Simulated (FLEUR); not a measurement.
# Cr2O3 (Eskolaite): parallel and opposed starts

A self-consistent run ends on one state, which hangs on the start. Several orders of Cr2O3 (Eskolaite) are started in FLEUR and their energies compared.

Method: PBE with U = 3.5 eV on Cr d; all-electron FLAPW, Dirac cores, scalar-relativistic bands, in FLEUR MaX-R8.1.

### 1. Starting point

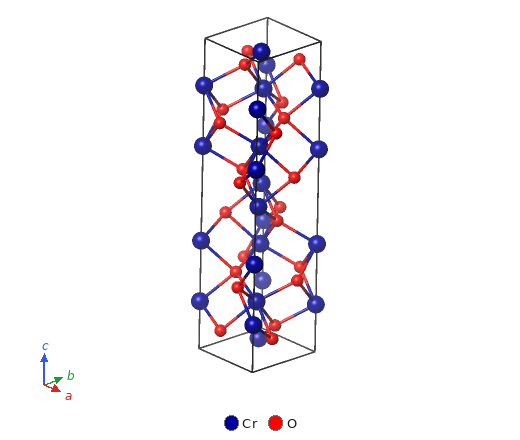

The cell as given, slightly off an axis (chromium blue, oxygen red). This picture shows the conventional cell, with its axes. Some periodic images of atoms are drawn too.

Structure file:

```xyz
10
Lattice="2.4785 1.4310 4.5308 -2.4785 1.4310 4.5308 0.0000 -2.8619 4.5308" Properties=species:S:1:pos:R:3 pbc="T T T"
Cr    0.0000    0.0000    4.7231
Cr    0.0000    0.0000    2.0731
Cr    0.0000    0.0000    8.8692
Cr    0.0000    0.0000   11.5192
O    -0.9626    1.4310    7.9288
O    -0.7579   -1.5492    7.9288
O     1.7206    0.1182    7.9288
O     0.9626   -1.4310    5.6635
O     0.7579    1.5492    5.6635
O    -1.7206   -0.1182    5.6635
```

### 2. Start 1: ferro ++++

The parallel start comes first: it shows whether parallel moments hold. The U counters the self-interaction that shrinks the moments of a localised shell.

inpgen writes inp.xml from crystal.txt; cutoffs, mixing, functional, smearing and local orbitals are then set in the file. The k list default-1 (kpts.xml, not shown) is a Γ-centred 6×6×6 mesh; where the ranks do not divide the number of points, some are split in two of half the weight.

The input, inp.xml:

```
<?xml version="1.0" encoding="UTF-8" standalone="no"?>
<fleurInput fleurInputVersion="0.39">
   <comment>
      Cr2O3
   </comment>
   <calculationSetup>
      <cutoffs Kmax="4.4" Gmax="13.2" GmaxXC="13.2" numbands="0"/>
      <scfLoop itmax="120" minDistance="0.0001" maxIterBroyd="15" imix="Anderson" alpha="0.05" precondParam="0.0" spinf="2.0" sdNocoIR="T"/>
      <coreElectrons ctail="T" frcor="F" kcrel="0" coretail_lmax="0"/>
      <xcFunctional name="pbe" relativisticCorrections="F"/>
      <magnetism jspins="2"/>
      <soc l_soc="F" theta="0.0" phi="0.0" spav="F"/>
      <expertModes spex="0" secvar="F"/>
      <geometryOptimization l_f="F" forcealpha="1.0" forcemix="BFGS" epsdisp="0.00001" epsforce="0.00001"/>
      <ldaU l_linMix="F" mixParam="0.05" spinf="1.0"/>
   </calculationSetup>
   <cell>
      <bzIntegration valenceElectrons="92.0" mode="hist" fermiSmearingEnergy="0.00183747">
         <kPointListSelection listName="default-1"/>
         <xi:include xmlns:xi="http://www.w3.org/2001/XInclude" href="kpts.xml"> </xi:include>
      </bzIntegration>
      <xi:include xmlns:xi="http://www.w3.org/2001/XInclude" href="sym.xml"> </xi:include>
      <bulkLattice scale="1.0">
         <bravaisMatrix>
            <row-1>    4.6836861998399968     2.7041274882730848     8.5619081345298511</row-1>
            <row-2>   -4.6836861998399968     2.7041274882730848     8.5619081345298511</row-2>
            <row-3>    0.0000000000000000    -5.4082549765650665     8.5619081345298511</row-3>
         </bravaisMatrix>
      </bulkLattice>
   </cell>
   <atomSpecies>
      <species name="Chromium (3.000" element="Cr" atomicNumber="24">
         <mtSphere radius="2.31" gridPoints="763" logIncrement="0.016"/>
         <atomicCutoffs lmax="8" lnonsphr="6"/>
         <electronConfig flipSpins="F">
            <coreConfig>(1s1/2) (2s1/2) (2p1/2) (2p3/2)</coreConfig>
            <valenceConfig>(3s1/2) (3p1/2) (3p3/2) (4s1/2) (3d3/2) (3d5/2)</valenceConfig>
            <stateOccupation state="(4s1/2)" spinUp="0.5" spinDown="0.5"/>
            <stateOccupation state="(3d3/2)" spinUp="1.0" spinDown="1.0"/>
            <stateOccupation state="(3d5/2)" spinUp="3.0" spinDown="0.0"/>
         </electronConfig>
         <energyParameters s="4" p="4" d="3" f="4"/>
         <ldaU l="2" U="3.5" J="0.0" l_amf="F"/>
         <lo type="SCLO" l="0" n="3" eDeriv="0"/>
         <lo type="SCLO" l="1" n="3" eDeriv="0"/>
      </species>
      <species name="Oxygen (O)" element="O" atomicNumber="8">
         <mtSphere radius="1.31" gridPoints="433" logIncrement="0.024"/>
         <atomicCutoffs lmax="6" lnonsphr="4"/>
         <electronConfig flipSpins="F">
            <coreConfig>(1s1/2)</coreConfig>
            <valenceConfig>(2s1/2) (2p1/2) (2p3/2)</valenceConfig>
            <stateOccupation state="(2p1/2)" spinUp="0.666667" spinDown="0.666667"/>
            <stateOccupation state="(2p3/2)" spinUp="1.333333" spinDown="1.333333"/>
         </electronConfig>
         <energyParameters s="2" p="2" d="3" f="4"/>
      </species>
   </atomSpecies>
   <atomGroups>
      <atomGroup species="Chromium (3.000">
         <relPos label="                   1">.3474800000 .3474800000 .3474800000</relPos>
         <relPos label="                   2">.1525200000 .1525200000 .1525200000</relPos>
         <relPos label="                   3">-.3474800000 -.3474800000 -.3474800000</relPos>
         <relPos label="                   4">-.1525200000 -.1525200000 -.1525200000</relPos>
         <force calculate="T" relaxXYZ="TTT"/>
      </atomGroup>
      <atomGroup species="Oxygen (O)">
         <relPos label="                   5">-.4442000000 -.0558000000 1.000/4.000</relPos>
         <relPos label="                   6">1.000/4.000 -.4442000000 -.0558000000</relPos>
         <relPos label="                   7">-.0558000000 1.000/4.000 -.4442000000</relPos>
         <relPos label="                   8">.4442000000 .0558000000 -1.000/4.000</relPos>
         <relPos label="                   9">-1.000/4.000 .4442000000 .0558000000</relPos>
         <relPos label="                  10">.0558000000 -1.000/4.000 .4442000000</relPos>
         <force calculate="T" relaxXYZ="TTT"/>
      </atomGroup>
   </atomGroups>
   <output dos="F" band="F" slice="F">
      <bandDOS minEnergy="-.5*Htr" maxEnergy="0.5*Htr" sigma="0.015" storeEVData="T"/>
      <plotting iplot="0" polar="F">
         <plot TwoD="T" vec1="  1.0  0.0  0.0" vec2="  0.0  1.0  0.0" vec3="  0.0  0.0  1.0" zero="  0.0  0.0  0.0" file="plot"/>
      </plotting>
      <moessbauerParams electricFieldGradient="F" isomerShift="F" coreHyperfine="F" valenceHyperfine="F"/>
   </output>
</fleurInput>
```

The input, crystal.txt:

```
Cr2O3
&input film=F cartesian=F /
2.47850000001  1.43096264219  4.53076666670
-2.47850000001  1.43096264219  4.53076666670
0.00000000000  -2.86192528439  4.53076666670
1.8897261246
1.0 1.0 1.0

10
24 0.34748000000  0.34748000000  0.34748000000 : 3.000
24 0.15252000000  0.15252000000  0.15252000000 : 3.000
24 0.65252000000  0.65252000000  0.65252000000 : 3.000
24 0.84748000000  0.84748000000  0.84748000000 : 3.000
8 0.55580000000  0.94420000000  0.25000000000
8 0.25000000000  0.55580000000  0.94420000000
8 0.94420000000  0.25000000000  0.55580000000
8 0.44420000000  0.05580000000  0.75000000000
8 0.75000000000  0.44420000000  0.05580000000
8 0.05580000000  0.75000000000  0.44420000000

&kpt div1=6 div2=6 div3=6 gamma=T /
```

Command:

```console
> OMP_NUM_THREADS=1 inpgen -f crystal.txt > inpgen.log  # inp.xml is then edited as shown
> OMP_NUM_THREADS=1 mpirun -n 4 fleur_MPI > fleur.log
```

The log of the run:

```text
Welcome to FLEUR        (www.flapw.de)
      MaX-Release 8.1          (www.max-centre.eu)

 ========== k-point set info ==========
 Selected k-point list: default-1
 k-point list type: mesh
 6 x 6 x 6
 Number of k points: 32

 ------------Calculation Setup---------------------------
 Number of MPI-tasks      :            4
 Number of PE/node        :            4
 Number of OMP-threads    :            1
 k-points in parallel     :            4
 pe's per k-point         :            1
 No of k-point loops      :            8
 Eigenvalue solver        :       lapack
 Number of basis functions:         1044
 Approximate size of matrices (H+S) per k-point:         0.016 GB
 --------------------------------------------------------
 no density matrix found ... skipping LDA+U
 Reset of history
 Iteration:     1   Distance:      45.42457172 me/bohr^3
 Iteration:     2   Distance:      40.35639706 me/bohr^3
 Iteration:     3   Distance:      34.84638474 me/bohr^3
 Iteration:     4   Distance:      17.58648177 me/bohr^3
 Iteration:     5   Distance:      24.55683105 me/bohr^3
 Iteration:     6   Distance:       3.02129643 me/bohr^3
 Iteration:     7   Distance:       2.85235105 me/bohr^3
 Iteration:     8   Distance:       0.48069031 me/bohr^3
 Iteration:     9   Distance:       0.27524238 me/bohr^3
 Iteration:    10   Distance:       0.13275875 me/bohr^3
 Iteration:    11   Distance:       0.08312703 me/bohr^3
 Iteration:    12   Distance:       0.06810817 me/bohr^3
 Iteration:    13   Distance:       0.02328173 me/bohr^3
 Iteration:    14   Distance:       0.01624843 me/bohr^3
 Iteration:    15   Distance:       0.01141164 me/bohr^3
 Iteration:    16   Distance:       0.00315210 me/bohr^3
 Iteration:    17   Distance:       0.00301309 me/bohr^3
 Iteration:    18   Distance:       0.00108892 me/bohr^3
 Iteration:    19   Distance:       0.00047169 me/bohr^3
 Iteration:    20   Distance:       0.00028757 me/bohr^3
 Iteration:    21   Distance:       0.00010727 me/bohr^3
 Iteration:    22   Distance:       0.00009718 me/bohr^3

 ********************************************************************
 Run finished successfully
 Stop message:
   all done
 ********************************************************************

--- out.xml (last complete iteration) ---
<iteration numberForCurrentRun="   22" overallNumber="   22">
         [... left out ...]
         <bandgap value="2.8135133223" units="eV"/>
         <sumValenceSingleParticleEnergies value="-44.6732901208" units="Htr"/>
         <FermiEnergy value="0.2911708450" units="Htr"/>
         <valenceDensity>
            <mtCharges spin="1">
               <mtCharge atomType="1" total="7.7866428" s="1.1418632" p="3.1921985" d="3.3727823" f="0.0582281"/>
               <mtCharge atomType="2" total="2.0844763" s="0.6415880" p="1.4388237" d="0.0035317" f="0.0004508"/>
            </mtCharges>
            <mtCharges spin="2">
               <mtCharge atomType="1" total="4.8835609" s="1.1206666" p="3.1698323" d="0.5162837" f="0.0545417"/>
               <mtCharge atomType="2" total="2.1037390" s="0.6444967" p="1.4580357" d="0.0010258" f="0.0001482"/>
            </mtCharges>
            <spinDependentCharge spin="1" total="52.0000000" interstitial="8.3465712" mtSpheres="43.6534288"/>
            <spinDependentCharge spin="2" total="40.0000000" interstitial="7.8433226" mtSpheres="32.1566774"/>
            <totalCharge value="92.0000000000"/>
         </valenceDensity>
         [... left out ...]
         <allElectronCharges>
            <spinDependentCharge spin="1" total="78.0000000" interstitial="8.3465802" mtSpheres="69.6534198"/>
            <spinDependentCharge spin="2" total="66.0000000" interstitial="7.8433316" mtSpheres="58.1566684"/>
            <totalCharge value="143.9999999921"/>
         </allElectronCharges>
         <magneticMomentsInMTSpheres units="muBohr">
            <globalMagMoment atomType="1" vec="0.00000   0.00000   2.90308"/>
            <localMagMoment atomType="1" vec="0.00000   0.00000   2.90308"/>
            <globalMagMoment atomType="2" vec="0.00000   0.00000  -0.01926"/>
            <localMagMoment atomType="2" vec="0.00000   0.00000  -0.01926"/>
         </magneticMomentsInMTSpheres>
         <moessbauerParams unitsHFF="kG" unitsIS="e/bohr^3" unitsEFG="Htr/bohr^2">
         </moessbauerParams>
         <totalEnergy value="    -4654.9715471736" units="Htr">
            <sumOfEigenvalues value="    -2667.6500813247">
               <coreElectrons value="-2622.9767912039"/>
               <valenceElectrons value="-44.6732901208"/>
            </sumOfEigenvalues>
            <densityCoulombPotentialIntegral value="-7050.6061276954"/>
            <densityEffectivePotentialIntegral value="-7370.1876448237"/>
            <chargeDenXCDenIntegral value="-246.8209600846"/>
            <FockExchangeEnergyValence value="0.0000000000"/>
            <FockExchangeEnergyCore value="0.0000000000"/>
            <atomTypeDependentContributions atomType="1">
               <electronNucleiInteractionDifferentMTs value="4997.8810437013"/>
               <MadelungTerm value="-39.9280557764"/>
            </atomTypeDependentContributions>
            <atomTypeDependentContributions atomType="2">
               <electronNucleiInteractionDifferentMTs value="512.7077565949"/>
               <MadelungTerm value="-35.5998933017"/>
            </atomTypeDependentContributions>
            <dftUCorrection value="-0.7316626340"/>
            <tkbTimesEntropy value="0.0000000000"/>
            <freeEnergy value="-4654.9715471736"/>
            <extrapolationTo0K value="-4654.9715471736"/>
         </totalEnergy>
         <ldaUDensityMatrix>
            <densityMatrixFor spin="1" atomType="1" uIndex="1" l="2" U="3.50000000" J="0.00000000">
               (+0.71812,+0.00000) (+0.00000,+0.00000) (+0.00000,+0.00000) (-0.29325,-0.06007) (+0.00000,+0.00000)
               (+0.00000,+0.00000) (+0.50016,+0.00000) (+0.00000,+0.00000) (+0.00000,+0.00000) (+0.29325,+0.06007)
               (+0.00000,+0.00000) (+0.00000,+0.00000) (+0.93621,+0.00000) (+0.00000,+0.00000) (+0.00000,+0.00000)
               (-0.29325,+0.06007) (+0.00000,+0.00000) (+0.00000,+0.00000) (+0.50016,+0.00000) (+0.00000,+0.00000)
               (+0.00000,+0.00000) (+0.29325,-0.06007) (+0.00000,+0.00000) (+0.00000,+0.00000) (+0.71812,+0.00000)
            </densityMatrixFor>
            <densityMatrixFor spin="2" atomType="1" uIndex="1" l="2" U="3.50000000" J="0.00000000">
               (+0.09387,+0.00000) (+0.00000,+0.00000) (+0.00000,+0.00000) (+0.06799,+0.01173) (+0.00000,+0.00000)
               (+0.00000,+0.00000) (+0.13823,+0.00000) (+0.00000,+0.00000) (+0.00000,+0.00000) (-0.06799,-0.01173)
               (+0.00000,+0.00000) (+0.00000,+0.00000) (+0.05209,+0.00000) (+0.00000,+0.00000) (+0.00000,+0.00000)
               (+0.06799,-0.01173) (+0.00000,+0.00000) (+0.00000,+0.00000) (+0.13823,+0.00000) (+0.00000,+0.00000)
               (+0.00000,+0.00000) (-0.06799,+0.01173) (+0.00000,+0.00000) (+0.00000,+0.00000) (+0.09387,+0.00000)
            </densityMatrixFor>
         </ldaUDensityMatrix>
         <ldaUDensityMatrixConvergence>
            <distance spin="1" distance="0.000004"/>
            <distance spin="2" distance="0.000002"/>
         </ldaUDensityMatrixConvergence>
         <densityConvergence units="me/bohr^3">
            <chargeDensity spin="1" distance="0.0000750358"/>
            <chargeDensity spin="2" distance="0.0000545427"/>
            <overallChargeDensity distance="0.0000971809"/>
            <spinDensity distance="0.0000881274"/>
         </densityConvergence>
      </iteration>
```

Run time: 2.2 min. Hardware: 4 MPI ranks of Intel Xeon Platinum 8375C at 2.90GHz (Ice Lake), shared host; peak memory 0.45 GiB.

Spin moment in the muffin-tin sphere by atom:

| atom | spin moment in the muffin-tin sphere (μB) |
| --- | --- |
| Cr1 | 2.90 |
| Cr2 | 2.90 |
| Cr3 | 2.90 |
| Cr4 | 2.90 |
| O5 | -0.02 |
| O6 | -0.02 |
| O7 | -0.02 |
| O8 | -0.02 |
| O9 | -0.02 |
| O10 | -0.02 |

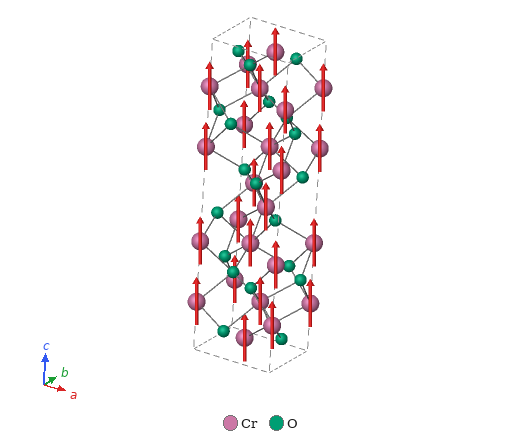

Spin moment in the muffin-tin sphere as arrows, the longest 2.90 μB. Up and down stand for the sign. Arrows give size and sign along the axis of quantisation, drawn up and down the page. Some periodic images of atoms are drawn too.

Read from the output:

| Item | Value |
| --- | --- |
| free energy | -126668.2287 eV |
| program's band gap on this mesh (in a metal only a level spacing) | 2.814 eV |
| magnetization | 12 μB |
| final state | ferromagnetic |

After 22 cycles the largest moment stands at 2.90 μB.

[end of part 1 of 3]

[Logs and program files are shortened in this print: banners, set-up blocks, solver, clock and traceback lines can be left out without a mark of their own.]

[Logs are printed without paths, hosts, clocks, repeated set-up lines and the standing remarks that a program may print on its own settings, such as how far it seeks lower states.]

[Hosts, paths, dates, database ids (printed as entryN), source tags and the programs' standing remarks are cut or masked in the printed files.]

[Where a cell is said to come from a database of computed structures, the database is the Materials Project.]
